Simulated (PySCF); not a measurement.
**C$_{5}$H$_{10}$OSSi: a failed or faulty run and its cure**

System: C$_{5}$H$_{10}$OSSi, SMILES CO[SiH2]SC1=CCC1.
Method of the first run: GIAO PBE0/pcSseg-1 NMR shielding, non-relativistic, gas phase (PySCF 2.14.0).

Some settings of this run were made unusual or wrong on purpose. The geometry comes from this level: GFN2-xTB. Text and figures count atoms from 1; the logs count them from 0 in places.

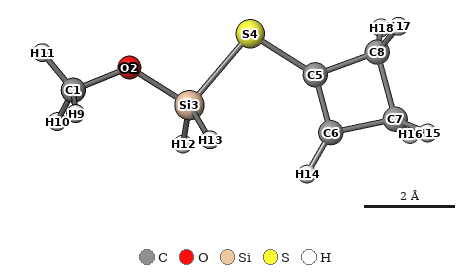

Fig. 1: The structure as given in the input (ball-and-stick view, seen at a tilt; atoms are numbered from 1 in the order of the input).

## Input file, the first run
```
{"job": {"kind": "nmr", "xc": "PBE0", "basis": "pcSseg-1", "pop": true, "grid": 0, "scf": {"max_cycle": 80}}, "charge": 0, "multiplicity": 1}
C      4.126162    -0.172206    -0.309496
O      2.842453    -0.099185     0.227083
Si     1.448850    -0.094546    -0.580255
S      0.074829     0.054805     1.042637
C     -1.427333     0.081125     0.160122
C     -1.806848     0.002751    -1.117791
C     -3.271488     0.127292    -0.789229
C     -2.828719     0.217928     0.693177
H      4.335930     0.705328    -0.924599
H      4.238327    -1.065505    -0.927240
H      4.834823    -0.212007     0.517499
H      1.233391    -1.333552    -1.324652
H      1.316427     1.059682    -1.466456
H     -1.286491    -0.107353    -2.049737
H     -3.758808     1.022446    -1.173576
H     -3.877367    -0.745198    -1.030291
H     -3.042140     1.165046     1.183711
H     -3.160758    -0.600535     1.327915
```

The first line tells a small driver script what to run in PySCF; the rest is the geometry in Å.

Launched with:
```bash
OMP_NUM_THREADS=1 python <driver script> task.json out
```

Hardware: 1 CPU thread, shared host.

## Output (the first run)
```
final grid: 15968 points
cycle   1  E = -958.6523210686  dE =  1.173e+00  |g| = 6.923e-01  |ddm| = 3.960e+00
cycle   2  E = -958.5341202241  dE =  1.182e-01  |g| = 1.058e+00  |ddm| = 1.548e+00
cycle   3  E = -958.7450888820  dE = -2.110e-01  |g| = 9.396e-02  |ddm| = 1.043e+00
cycle   4  E = -958.7465773871  dE = -1.489e-03  |g| = 4.151e-02  |ddm| = 1.284e-01
cycle   5  E = -958.7469830870  dE = -4.057e-04  |g| = 1.095e-02  |ddm| = 5.012e-02
cycle   6  E = -958.7470092467  dE = -2.616e-05  |g| = 4.485e-03  |ddm| = 1.540e-02
cycle   7  E = -958.7470135571  dE = -4.310e-06  |g| = 1.157e-03  |ddm| = 4.146e-03
cycle   8  E = -958.7470138859  dE = -3.288e-07  |g| = 3.161e-04  |ddm| = 1.541e-03
cycle   9  E = -958.7470139120  dE = -2.610e-08  |g| = 8.754e-05  |ddm| = 4.820e-04
cycle  10  E = -958.7470139140  dE = -2.024e-09  |g| = 1.901e-05  |ddm| = 1.280e-04
cycle  11  E = -958.7470139141  dE = -8.868e-11  |g| = 5.544e-06  |ddm| = 2.649e-05
converged SCF energy = -958.7470139141

GIAO shielding tensors (ppm)
atom      isotropic    diamagn.    paramagn.     s11        s22        s33       span
  0 C      133.272     239.233    -105.961    105.890    107.646    186.282     80.392
  1 O      344.506     401.416     -56.910    301.230    363.844    368.445     67.215
  2 Si     359.313     882.221    -522.908    325.649    327.489    424.802     99.153
  3 S      586.693    1060.226    -473.533    368.709    538.769    852.602    483.893
  4 C       41.403     258.236    -216.832    -64.195     49.235    139.170    203.365
  5 C       52.962     254.558    -201.596    -45.367     63.506    140.746    186.113
  6 C      155.907     259.603    -103.696    146.386    160.015    161.321     14.935
  7 C      148.948     250.801    -101.852    137.515    142.569    166.761     29.246
  8 H       27.890      26.672       1.218     23.660     25.585     34.425     10.764
  9 H       27.944      26.691       1.252     23.749     25.635     34.447     10.698
 10 H       27.584      26.030       1.554     23.159     25.272     34.320     11.161
 11 H       26.171      32.139      -5.967     22.697     25.466     30.351      7.654
 12 H       26.196      32.154      -5.958     22.752     25.504     30.333      7.580
 13 H       25.982      34.694      -8.711     23.954     25.013     28.980      5.026
 14 H       29.111      29.901      -0.791     25.867     26.766     34.699      8.832
 15 H       29.100      29.821      -0.721     25.848     26.749     34.704      8.856
 16 H       29.021      29.747      -0.727     26.033     27.243     33.786      7.752
 17 H       29.012      29.713      -0.700     25.999     27.241     33.796      7.797
```

> What should be changed in this input?

Some settings of this run were drawn to be unusual or wrong; see grid = 0. It converged; results that depend on the unusual settings are not reference values.

A run of the same system that converges differs from this input as follows (lines with − go, lines with + come):
```diff
-"pop": true
-"grid": 0
-"scf": {"max_cycle": 80}
```

## Output (the second run)
```
coarse grid: 15968 points
cycle   1  E = -958.6523210686  dE =  1.173e+00  |g| = 6.923e-01  |ddm| = 3.960e+00
cycle   2  E = -958.5341202241  dE =  1.182e-01  |g| = 1.058e+00  |ddm| = 1.548e+00
cycle   3  E = -958.7450888820  dE = -2.110e-01  |g| = 9.396e-02  |ddm| = 1.043e+00
cycle   4  E = -958.7465773871  dE = -1.489e-03  |g| = 4.151e-02  |ddm| = 1.284e-01
cycle   5  E = -958.7469830870  dE = -4.057e-04  |g| = 1.095e-02  |ddm| = 5.012e-02
cycle   6  E = -958.7470092467  dE = -2.616e-05  |g| = 4.485e-03  |ddm| = 1.540e-02
cycle   7  E = -958.7470135571  dE = -4.310e-06  |g| = 1.157e-03  |ddm| = 4.146e-03
final grid: 144640 points
cycle   8  E = -958.8082937540  dE = -2.497e-05  |g| = 1.273e-02  |ddm| = 3.252e-02
cycle   9  E = -958.8082536073  dE =  4.015e-05  |g| = 1.844e-02  |ddm| = 2.679e-02
cycle  10  E = -958.8083284796  dE = -7.487e-05  |g| = 1.562e-03  |ddm| = 1.794e-02
cycle  11  E = -958.8083290729  dE = -5.933e-07  |g| = 3.255e-04  |ddm| = 1.834e-03
cycle  12  E = -958.8083290934  dE = -2.045e-08  |g| = 1.427e-04  |ddm| = 4.083e-04
cycle  13  E = -958.8083290982  dE = -4.873e-09  |g| = 3.791e-05  |ddm| = 1.580e-04
cycle  14  E = -958.8083290986  dE = -3.322e-10  |g| = 1.117e-05  |ddm| = 4.680e-05
converged SCF energy = -958.8083290986

GIAO shielding tensors (ppm)
atom      isotropic    diamagn.    paramagn.     s11        s22        s33       span
  0 C      133.045     239.123    -106.078    105.694    107.516    185.925     80.232
  1 O      344.536     401.472     -56.935    300.828    364.384    368.396     67.568
  2 Si     359.276     882.161    -522.885    325.820    327.477    424.531     98.710
  3 S      586.625    1060.252    -473.627    368.559    538.620    852.696    484.137
  4 C       41.376     258.106    -216.729    -64.089     49.106    139.112    203.202
  5 C       53.164     254.585    -201.421    -45.006     63.634    140.862    185.868
  6 C      155.962     259.479    -103.517    146.368    160.163    161.355     14.986
  7 C      148.937     250.559    -101.621    137.515    142.628    166.670     29.154
  8 H       27.916      26.725       1.191     23.690     25.612     34.447     10.757
  9 H       27.971      26.745       1.226     23.780     25.661     34.473     10.693
 10 H       27.610      26.085       1.525     23.191     25.300     34.339     11.148
 11 H       26.186      32.129      -5.943     22.708     25.486     30.363      7.655
 12 H       26.211      32.141      -5.930     22.758     25.529     30.346      7.588
 13 H       26.035      34.765      -8.731     23.992     25.083     29.028      5.036
 14 H       29.139      29.944      -0.805     25.893     26.793     34.732      8.839
 15 H       29.137      29.908      -0.771     25.875     26.780     34.755      8.880
 16 H       29.052      29.771      -0.719     26.061     27.268     33.826      7.765
 17 H       29.045      29.740      -0.695     26.026     27.267     33.841      7.815
```

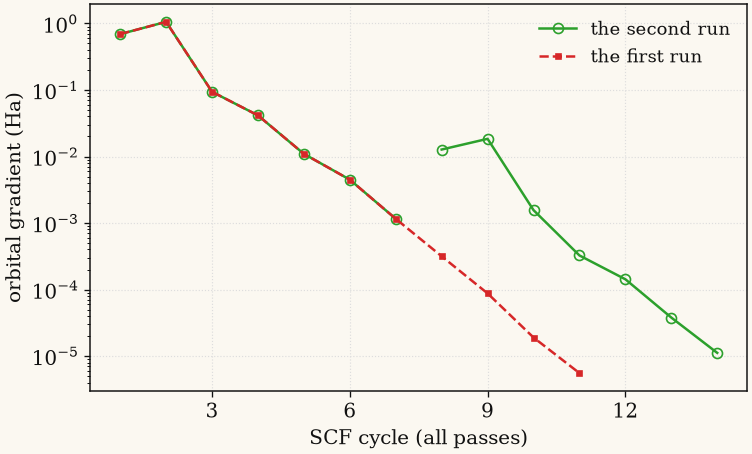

Fig. 2: Convergence of the two runs: orbital gradient against the SCF cycle. A break in a curve parts two SCF passes (coarse and final grid). The second run takes 14 cycles in all, and the first run takes 11.

## The two runs side by side

| quantity | the first run | the second run |
| --- | --- | --- |
| outcome | converged | converged |
| total energy (hartree) | −958.747014 | −958.808329 |
| HOMO (eV) | −6.25 | −6.25 |
| LUMO (eV) | 0.04 | 0.05 |
| dipole moment (D) | 2.17 | 2.16 |
| shielding of C1 (ppm) | 133.3 | 133.0 |
| shielding of Si3 (ppm) | 359.3 | 359.3 |
| shielding of S4 (ppm) | 586.7 | 586.6 |
| shielding of C6 (ppm) | 53.0 | 53.2 |
| shielding of C7 (ppm) | 155.9 | 156.0 |
| shielding of H14 (ppm) | 26.0 | 26.0 |
| shielding of H16 (ppm) | 29.1 | 29.1 |
| SCF iterations | 11 | 14 |
| basis functions | 200 | 200 |
| wall time (shared host) | 16 s | 34 s |

The energy of the second run is 38.5 kcal/mol lower, which measures how much it depends on this numerical setting. Of all shieldings, the largest change is that of C1, by −0.2 ppm. The SCF takes 14 iterations against 11.
